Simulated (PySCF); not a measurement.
# C₁₁H₁₆O₃: NMR shifts at several levels of theory, part 2 of 2

PySCF 2.14.0. Atoms count from 0. Earlier steps stand in the parts before.

### Step 6. Shielding tensors: KT2/pcSseg-1

Job settings and geometry (Å):

```
{"job": {"kind": "nmr", "xc": "KT2", "basis": "pcSseg-1", "pop": false}, "charge": 0, "multiplicity": 1}
C     -2.623420     2.495454    -1.147346
C     -1.751127     1.798690    -1.884965
C     -1.817021     1.817437    -3.385719
C     -0.640939     0.963424    -1.284231
C     -0.777718    -0.521103    -1.710179
C      0.248538    -1.487128    -1.095278
C      0.284124    -1.249641     0.398285
C     -0.984276    -1.714555     1.101747
O      1.389066    -1.847054     1.098358
C      1.708169    -1.023014     2.126881
O      2.412738    -1.310390     3.036497
O      1.105550     0.183395     1.961665
C      0.637123     0.207277     0.621975
C     -0.468602     1.143246     0.235339
H     -3.402678     3.096246    -1.623829
H     -2.601000     2.502086    -0.055989
H     -2.133980     0.842502    -3.790950
H     -2.528332     2.573237    -3.745346
H     -0.828882     2.037110    -3.823592
H      0.298151     1.331905    -1.743208
H     -1.797183    -0.858297    -1.459941
H     -0.703982    -0.585327    -2.805362
H      1.254034    -1.307925    -1.508487
H     -0.021266    -2.527732    -1.332873
H     -0.997873    -2.813750     1.103019
H     -1.896525    -1.358049     0.607118
H     -1.003505    -1.369346     2.145903
H      1.513242     0.434514    -0.015735
H     -0.208084     2.187616     0.462092
H     -1.392731     0.905533     0.783380
```

Level: GIAO KT2/pcSseg-1 NMR shielding, non-relativistic, gas phase.

Log:

```text
coarse grid: 25128 points
cycle   1  E = -664.8389695110  dE =  2.056e+00  |g| = 1.283e+00  |ddm| = 5.151e+00
cycle   2  E = -663.8545515119  dE =  9.844e-01  |g| = 2.532e+00  |ddm| = 3.116e+00
cycle   3  E = -665.0824378462  dE = -1.228e+00  |g| = 6.320e-01  |ddm| = 2.418e+00
cycle   4  E = -665.1639302385  dE = -8.149e-02  |g| = 1.543e-01  |ddm| = 6.005e-01
cycle   5  E = -665.1672040706  dE = -3.274e-03  |g| = 6.469e-02  |ddm| = 1.312e-01
cycle   6  E = -665.1680879070  dE = -8.838e-04  |g| = 1.728e-02  |ddm| = 6.710e-02
cycle   7  E = -665.1681421218  dE = -5.421e-05  |g| = 7.162e-03  |ddm| = 2.323e-02
cycle   8  E = -665.1681530963  dE = -1.097e-05  |g| = 2.306e-03  |ddm| = 8.746e-03
cycle   9  E = -665.1681541284  dE = -1.032e-06  |g| = 9.857e-04  |ddm| = 3.105e-03
final grid: 242864 points
cycle  10  E = -665.2907089056  dE = -6.020e-04  |g| = 1.963e-02  |ddm| = 1.172e-01
cycle  11  E = -665.2905964882  dE =  1.124e-04  |g| = 2.842e-02  |ddm| = 4.737e-02
cycle  12  E = -665.2907868062  dE = -1.903e-04  |g| = 8.425e-03  |ddm| = 3.375e-02
cycle  13  E = -665.2908001686  dE = -1.336e-05  |g| = 1.752e-03  |ddm| = 7.207e-03
cycle  14  E = -665.2908007305  dE = -5.620e-07  |g| = 6.467e-04  |ddm| = 2.006e-03
cycle  15  E = -665.2908008147  dE = -8.417e-08  |g| = 1.627e-04  |ddm| = 8.240e-04
cycle  16  E = -665.2908008196  dE = -4.888e-09  |g| = 6.615e-05  |ddm| = 2.033e-04
cycle  17  E = -665.2908008205  dE = -8.638e-10  |g| = 2.296e-05  |ddm| = 7.662e-05
converged SCF energy = -665.2908008205

GIAO shielding tensors (ppm)
atom      isotropic    diamagn.    paramagn.     s11        s22        s33       span
  0 C       76.219     253.712    -177.493    -12.472     91.730    149.398    161.871
  1 C       36.487     259.382    -222.895    -72.368     31.323    150.507    222.876
  2 C      157.611     245.045     -87.434    138.257    150.806    183.769     45.512
  3 C      136.705     253.592    -116.888    124.744    135.139    150.230     25.486
  4 C      149.886     253.633    -103.747    136.890    149.219    163.548     26.659
  5 C      146.367     248.668    -102.300    137.532    140.088    161.482     23.951
  6 C      101.780     257.529    -155.750     73.212     87.121    145.006     71.794
  7 C      167.304     250.297     -82.993    153.871    164.723    183.317     29.446
  8 O      116.442     404.470    -288.028     13.335    153.502    182.488    169.153
  9 C       34.274     251.490    -217.216    -48.916     34.557    117.181    166.097
 10 O       42.560     396.413    -353.853   -111.604    -50.111    289.394    400.998
 11 O      153.237     401.308    -248.070     35.177    180.220    244.314    209.137
 12 C       98.605     250.344    -151.738     72.441     95.142    128.234     55.793
 13 C      152.642     252.771    -100.130    143.231    152.071    162.624     19.393
 14 H       26.226      27.369      -1.143     24.245     24.457     29.976      5.730
 15 H       26.332      33.731      -7.399     23.381     24.192     31.421      8.040
 16 H       29.027      27.622       1.405     24.226     29.255     33.601      9.375
 17 H       29.322      24.664       4.658     25.263     27.779     34.924      9.661
 18 H       29.618      27.844       1.774     25.504     28.490     34.860      9.357
 19 H       29.253      35.583      -6.329     25.580     28.673     33.507      7.927
 20 H       30.131      34.707      -4.576     25.932     30.645     33.815      7.883
 21 H       29.136      33.015      -3.879     22.789     29.616     35.001     12.212
 22 H       29.509      32.632      -3.124     25.694     28.116     34.717      9.023
 23 H       29.296      31.060      -1.765     24.859     27.542     35.486     10.627
 24 H       30.209      30.050       0.159     26.592     27.189     36.846     10.254
 25 H       30.056      33.300      -3.244     25.031     30.418     34.719      9.689
 26 H       29.885      31.718      -1.832     25.775     28.756     35.125      9.350
 27 H       27.542      35.447      -7.905     23.556     28.330     30.741      7.185
 28 H       29.168      33.188      -4.020     24.041     28.285     35.178     11.137
 29 H       29.569      36.124      -6.555     25.550     30.361     32.797      7.247
```

It took 40 s on 8 threads of Intel Xeon 6975P-C (Granite Rapids), shared host.

In short: δ C9 148.9, C1 146.7, C0 107.0, C12 84.6, H14 4.95, H15 4.85 ppm.

### Step 7. Nuclear shieldings: HF/pcSseg-1

Settings changed since step 6:

```diff
@@ -1,2 +1,2 @@
-{"job": {"kind": "nmr", "xc": "KT2", "basis": "pcSseg-1", "pop": false}, "charge": 0, "multiplicity": 1}
+{"job": {"kind": "nmr", "xc": "HF", "basis": "pcSseg-1", "pop": false}, "charge": 0, "multiplicity": 1}
 C     -2.623420     2.495454    -1.147346
```

Method: GIAO HF/pcSseg-1 NMR shielding, non-relativistic, gas phase.

Log:

```text
final grid: 242864 points
cycle   1  E = -650.0454566840  dE =  4.109e+00  |g| = 1.099e+00  |ddm| = 4.934e+00
cycle   2  E = -650.2549397718  dE = -2.095e-01  |g| = 7.044e-01  |ddm| = 1.275e+00
cycle   3  E = -650.3433458841  dE = -8.841e-02  |g| = 1.231e-01  |ddm| = 5.667e-01
cycle   4  E = -650.3478299328  dE = -4.484e-03  |g| = 4.517e-02  |ddm| = 1.604e-01
cycle   5  E = -650.3482604353  dE = -4.305e-04  |g| = 1.033e-02  |ddm| = 3.794e-02
cycle   6  E = -650.3483123459  dE = -5.191e-05  |g| = 4.883e-03  |ddm| = 1.582e-02
cycle   7  E = -650.3483271621  dE = -1.482e-05  |g| = 1.690e-03  |ddm| = 8.973e-03
cycle   8  E = -650.3483292436  dE = -2.082e-06  |g| = 5.247e-04  |ddm| = 3.750e-03
cycle   9  E = -650.3483293886  dE = -1.450e-07  |g| = 1.442e-04  |ddm| = 1.048e-03
cycle  10  E = -650.3483293969  dE = -8.327e-09  |g| = 4.629e-05  |ddm| = 2.440e-04
cycle  11  E = -650.3483293978  dE = -9.127e-10  |g| = 1.310e-05  |ddm| = 8.350e-05
converged SCF energy = -650.3483293978

GIAO shielding tensors (ppm)
atom      isotropic    diamagn.    paramagn.     s11        s22        s33       span
  0 C       73.914     253.018    -179.104    -43.687    105.702    159.727    203.413
  1 C       35.191     259.132    -223.941   -104.685     42.509    167.749    272.434
  2 C      167.677     239.163     -71.486    150.240    163.179    189.612     39.372
  3 C      154.439     248.034     -93.595    142.040    153.441    167.837     25.797
  4 C      164.738     248.992     -84.254    154.334    164.529    175.352     21.018
  5 C      159.735     243.671     -83.935    151.463    155.011    172.732     21.269
  6 C      120.089     253.355    -133.266     91.669    107.528    161.070     69.400
  7 C      173.648     245.952     -72.304    160.683    171.651    188.611     27.927
  8 O      162.141     404.768    -242.627     47.773    197.872    240.779    193.006
  9 C       32.649     246.564    -213.915    -74.341     55.176    117.111    191.453
 10 O       20.147     394.318    -374.172   -164.357    -92.226    317.024    481.380
 11 O      195.297     401.698    -206.401     64.538    214.638    306.716    242.178
 12 C      116.212     246.692    -130.480     90.092    114.555    143.989     53.897
 13 C      165.339     247.135     -81.796    156.350    165.097    174.570     18.220
 14 H       26.511      28.806      -2.295     24.097     24.162     31.275      7.178
 15 H       26.722      32.480      -5.758     23.310     24.227     32.629      9.319
 16 H       29.696      26.871       2.825     24.495     29.912     34.680     10.185
 17 H       29.671      26.180       3.491     24.784     28.014     36.214     11.430
 18 H       30.205      26.972       3.233     25.513     29.119     35.982     10.469
 19 H       30.400      34.828      -4.428     26.183     29.561     35.457      9.274
 20 H       30.949      33.692      -2.743     26.357     31.011     35.480      9.123
 21 H       30.022      33.394      -3.372     22.998     30.078     36.989     13.991
 22 H       30.249      31.928      -1.678     25.876     28.501     36.371     10.495
 23 H       29.971      31.495      -1.524     25.000     27.810     37.102     12.103
 24 H       30.452      30.102       0.350     26.139     27.140     38.078     11.939
 25 H       30.715      32.070      -1.355     25.304     30.889     35.952     10.648
 26 H       30.435      30.983      -0.548     25.821     29.097     36.387     10.566
 27 H       28.573      34.666      -6.094     24.190     30.258     31.271      7.081
 28 H       29.824      33.229      -3.405     24.036     28.752     36.683     12.647
 29 H       30.236      34.627      -4.391     25.627     30.952     34.127      8.500
```

Run time: 33 s. Hardware: 8 threads of Intel Xeon 6975P-C (Granite Rapids), shared host.

This run: δ C9 158.2, C1 155.7, C0 116.9, C12 74.6, H14 5.17, H15 4.96 ppm.

### Step 8. Run by run: NMR shifts

Shifts (ppm) of some atoms, chosen among heavy atoms and hydrogens apart, with basis size and wall time:

```tsv
run	C12	C6	H27	H19	O10	O8	O11	functions	time
PBE0/pcSseg-1	83.7	80.5	3.52	1.71	314.4	210.8	174.6	318	58 s
PBE/pcSseg-1	86.9	83.5	3.68	1.90	308.9	224.3	187.7	318	43 s
wB97X-D/pcSseg-1	83.8	80.7	3.47	1.62	312.6	203.9	168.4	318	70 s
KT2/pcSseg-1	84.6	81.4	3.64	1.93	288.1	214.2	177.4	318	40 s
HF/pcSseg-1	74.6	70.8	3.11	1.29	313.2	171.2	138.0	318	33 s
```

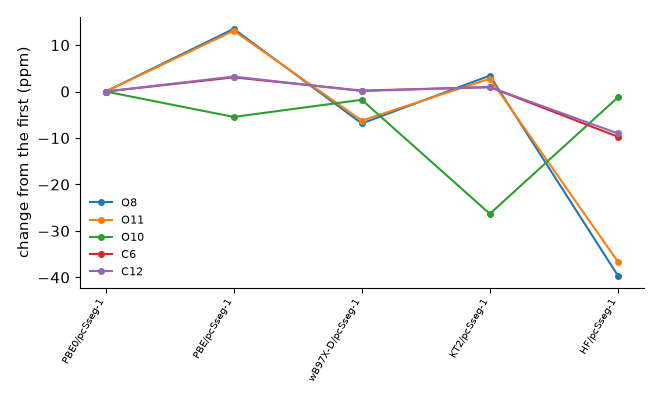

How five of the tabulated atoms move from run to run.

### Step 9. Outcome

The summary covers parts 1 to 2.

| quantity | value |
| --- | --- |
| point group | C1 |
| rotational constants (main isotopes) | 1.69, 0.40, 0.37 GHz |
| ¹³C shifts against TMS (PBE0/pcSseg-1) | 156.9, 156.2, 117.0, 83.7, 80.5, 44.1, 35.4, 30.8, 29.2, 25.5, 16.7 ppm |
| ¹H shifts against TMS (PBE0/pcSseg-1, means over atoms taken as alike) | 5.17, 5.03, 3.52, 1.94, 1.89, 1.85, 1.81, 1.71, 1.58, 1.56, 1.13, 0.94 ppm |
| ¹⁷O shifts against H2O (PBE0/pcSseg-1) | 314.4, 210.8, 174.6 ppm |
| range of the shift of O8 | 171.2 to 224.3 ppm |

**Reading.** Single values in the summary come from the first sound run of each kind (PBE0/pcSseg-1), which need not be the best level. The optimisation took 16 steps and gained 0.086 eV; among the close pairs (by a distance rule), C0–H15 changed most, from 1.074 to 1.092 Å. The most deshielded carbon is C9 (carbonate carbon), at 156.9 ppm: it is a carbonyl in resonance with an O or N lone pair, the region of acids, esters and amides. At PBE0/pcSseg-1: Shielding is most anisotropic at O10 (span 444 ppm, paramagnetic term -375 ppm). In ppm, O8 moves most: its shift spreads over 53.1 ppm, from 171.2 (HF/pcSseg-1) to 224.3 (PBE/pcSseg-1).
